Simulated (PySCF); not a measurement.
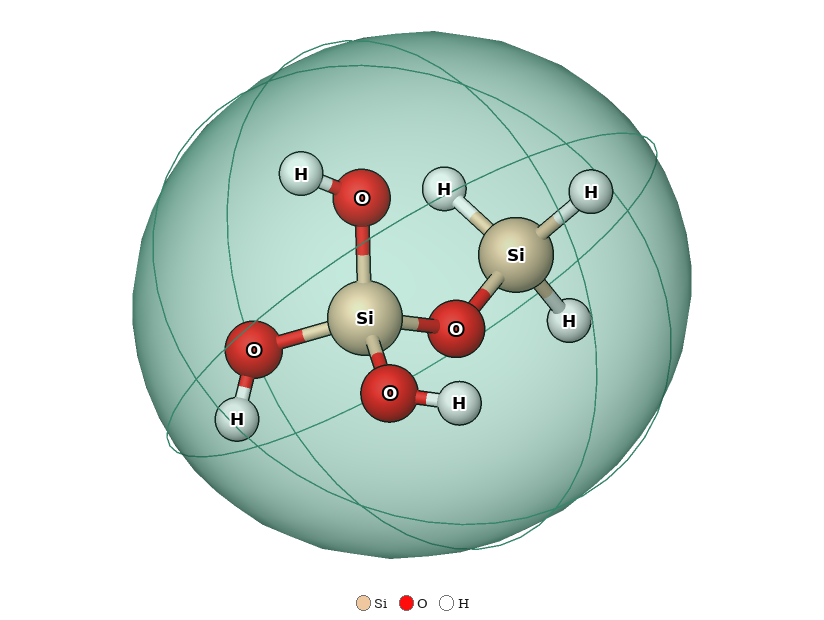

The ellipsoid shows the static dipole polarisability: its half-axes are proportional to the principal values. Computed geometry: PBE0-D3(BJ)/def2-SVP optimisation. No frequency run is at hand to confirm it as a minimum. Computed with CAM-B3LYP/def2-SVPD (PySCF 2.14.0).

### Give the principal values, the mean and the anisotropy.

Principal values 60.2, 61.0, 69.2 bohr³; mean 63.5 bohr³ (9.40 Å³); anisotropy 8.6 bohr³, so the longest axis is 1.15 times the shortest.
